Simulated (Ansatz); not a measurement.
The calculation's input:

```
crystal:
  periodic: [false, false, false]
  atoms:
    - {symbol: Ge, position_ang: [-0.032092, -1.068852, -0.717776]}
    - {symbol: H, position_ang: [-0.464307, 1.635273, -0.913503]}
    - {symbol: S, position_ang: [1.335315, -0.962624, 1.042034]}
    - {symbol: H, position_ang: [0.000768, 1.530075, -1.493945]}
    - {symbol: H, position_ang: [-1.314094, -0.592480, 0.101618]}
    - {symbol: H, position_ang: [0.474510, -0.541394, 1.981573]}
basis:
  gaussian: {orbitals: def2-TZVPP}
hamiltonian: {xc: pbe0, dispersion: d4}
output: {orbitals: {seedname: orbitals}}
```

Run with:

```sh
ansatz run in.yaml --threads 2 --pin off --events-out ev --progress --plain --max-ram 4352MiB
```

The product side of a reaction path; geometry: PBE0-D4/def2-TZVP.

The calculation used RKS PBE0-D4/def2-TZVPP in Ansatz.

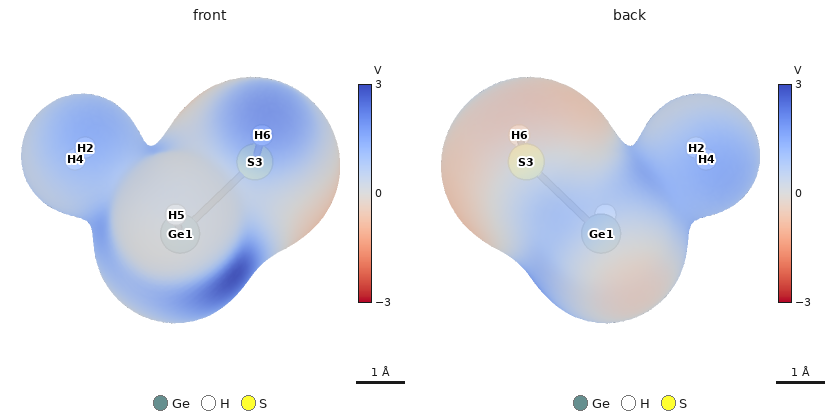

GeH2S···H2. The molecular electrostatic potential painted on the density surface at 0.004 e/bohr³, seen from the front and from behind; red is negative and blue positive.

### Which sites attract a positive test charge, and which a negative one?

A positive charge is drawn to the negative regions and a negative charge to the positive ones. The most negative region (about −0.6 V, or −14 kcal/mol for a unit charge) lies over S3, the most positive (about +2.8 V, or +65 kcal/mol for a unit charge) over Ge1.
